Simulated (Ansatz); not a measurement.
# AlH3Cl− (SMILES [H][Al-]([H])([H])[Cl]): r2SCAN0/STO-3G

What is the vertical singlet–triplet gap of AlH3Cl− at r2SCAN0/STO-3G? 

The calculation is run with Ansatz 0.2.0.

1 further run of the same task is left out (it didn't finish).

**1. The molecule**

The species is AlH3Cl− (5 atoms), meant as a singlet with charge -1. SMILES: `[H][Al-]([H])([H])[Cl]`. The shape comes from GFN2-xTB, which is rough for such elements, and wasn't checked as a minimum.

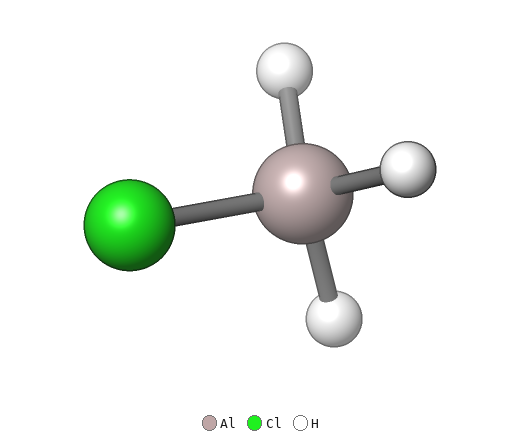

Viewed from a chosen angle; aluminium light grey, chlorine green, hydrogen white.

**2. The energy at r2SCAN0/STO-3G**

input.yaml

```yaml
crystal:
  periodic: [false, false, false]
  atoms:
    - {symbol: Al, position_ang: [-0.002450, 0.000420, -0.134210]}
    - {symbol: Cl, position_ang: [0.013850, -0.018360, 1.961810]}
    - {symbol: H, position_ang: [1.532100, 0.011680, -0.616990]}
    - {symbol: H, position_ang: [-0.775390, 1.334390, -0.590440]}
    - {symbol: H, position_ang: [-0.768110, -1.328130, -0.620160]}
basis:
  gaussian:
    orbitals: STO-3G
total_charge: -1
hamiltonian:
  xc: {name: r2SCAN0}
accuracy: high
```

The run is started by

```sh
$ ansatz run input.yaml --threads 1 --pin off --max-ram 2610MiB --events-out events.jsonl --progress --plain --runs-dir runs
```

What it wrote:

```text
Warning: RAYON_NUM_THREADS=1 ignored (pool sized by the plan → 1); use --threads N
Functional definition: r2SCAN0
  name "r2SCAN0"
  parameter a = 0.25
  parameter k0 = 0.174
  parameter k1 = 0.065
  parameter a1 = 4.9479
  exchange = (1 - a)*r2scan_x(k0 = k0, k1 = k1, a1 = a1) + a*exact_x
  correlation = r2scan_c
362 factors; integrals over basis functions are off by at most 1.3e-8 eV
mean field evaluation 1: about -18950.5158 eV, gradient 2.0e1 eV
mean field evaluation 2: about -18951.5470 eV, gradient 1.1e1 eV
mean field evaluation 4: about -18951.9203 eV, gradient 1.6e-1 eV
mean field evaluation 8: about -18951.8910 eV, gradient 7.9e-4 eV
mean field -18951.89102006 eV, -696.4691489342 hartree, gradient 2.0e-8 eV, S^2 0.000000; 0 other end points of the search recorded, 0 dependent functions left out
reference -18951.89102037 eV, -696.4691489455 hartree; 17, 17 occupied and 4, 4 virtual orbitals, 362 factors
Total energy: -18951.89102037 eV, -696.4691489455 hartree
```

Run time: 1.3 s. Hardware: 1 thread of Intel Xeon 6975P-C (Granite Rapids), shared host; peak memory 0.15 GiB.

**3. The triplet, same level**

Edit input.yaml of step 2 so:

```diff
@@ -9,7 +9,6 @@
 basis:
-  gaussian:
-    orbitals: STO-3G
+  gaussian: {orbitals: STO-3G}
 total_charge: -1
-hamiltonian:
-  xc: {name: r2SCAN0}
+magnetization: {spin_polarized: true, initial_magnetization: 2}
+hamiltonian: {xc: {name: r2SCAN0}}
 accuracy: high
```

The run is started by

```sh
$ ansatz run input.yaml --threads 1 --pin off --max-ram 2610MiB --events-out events.jsonl --progress --plain --runs-dir runs
```

What it wrote, shortened:

```text
Warning: RAYON_NUM_THREADS=1 ignored (pool sized by the plan → 1); use --threads N
[... 8 set-up lines as earlier in the session ...]
362 factors; integrals over basis functions are off by at most 1.3e-8 eV
mean field evaluation 1: about -18936.6233 eV, gradient 1.4e1 eV
mean field evaluation 2: about -18937.8457 eV, gradient 1.2e1 eV
mean field evaluation 4: about -18940.0903 eV, gradient 2.3e0 eV
mean field evaluation 8: about -18940.3125 eV, gradient 2.0e-1 eV
mean field evaluation 16: about -18940.3314 eV, gradient 2.2e-3 eV
mean field evaluation 32: about -18940.2192 eV, gradient 9.3e-1 eV
mean field evaluation 64: about -18940.2289 eV, gradient 1.5e0 eV
mean field -18940.34145013 eV, -696.0447100678 hartree, gradient 8.4e-8 eV, S^2 2.002880; 8 other end points of the search recorded, 0 dependent functions left out
reference -18940.34145079 eV, -696.0447100919 hartree; 18, 16 occupied and 3, 5 virtual orbitals, 362 factors
Total energy: -18940.34145079 eV, -696.0447100919 hartree
```

Wall time 8.7 s (1 thread of Intel Xeon 6975P-C (Granite Rapids), shared host); peak memory 0.24 GiB.

**4. Results**

Level: r2SCAN0/STO-3G.

| quantity | value |
| --- | --- |
| singlet: total energy | -696.46915 Eh |
| triplet: total energy | -696.04471 Eh |
| triplet: ⟨S²⟩ | 2.003 |
| vertical energy of the triplet above the singlet | 11.550 eV |

At this shape the triplet lies 11.55 eV (266 kcal/mol) above the singlet. For an anion a state so high probably lies above electron detachment. In a minimal basis such a difference can be off by several eV, whatever the method.
